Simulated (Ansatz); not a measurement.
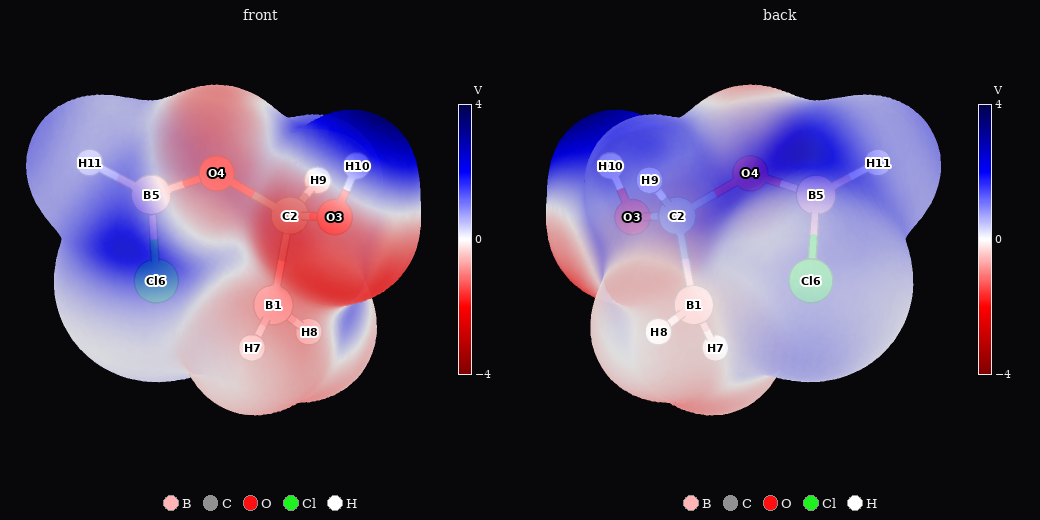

Figure 1: CH₅B₂ClO₂ (SMILES BC(O)OBCl). The electrostatic potential painted on the density surface at 0.004 e/bohr³, seen from the front and from behind; red is negative and blue positive.

The calculation used Ansatz 0.2.0, RKS CAM-B3LYP/def2-SVP.

```xyz
11

B    -1.6951   -0.8086   -0.7490
C    -0.2218   -0.3722   -0.2714
O     0.6311   -1.4101   -0.5614
O    -0.1820   -0.1068    1.1741
B    -1.2603    0.2722    1.8153
Cl   -2.7817    0.3732    0.8234
H    -2.0525   -1.9092   -0.4189
H    -2.1364   -0.3201   -1.7572
H     0.1326    0.5765   -0.7138
H     1.5463   -1.1085   -0.4987
H    -1.3162    0.5568    2.9752
```

Describe the electrostatic potential map.

The most negative region (about −1.7 V, or −39 kcal/mol for a unit charge) lies over O3, the most positive (about +3.3 V, or +76 kcal/mol for a unit charge) over H10. Cl6 shows a σ-hole: about +0.7 V, or +16 kcal/mol for a unit charge at the tip opposite its bond, against about +0.2 V on its flanks. O3 is the likeliest acceptor of a hydrogen bond.
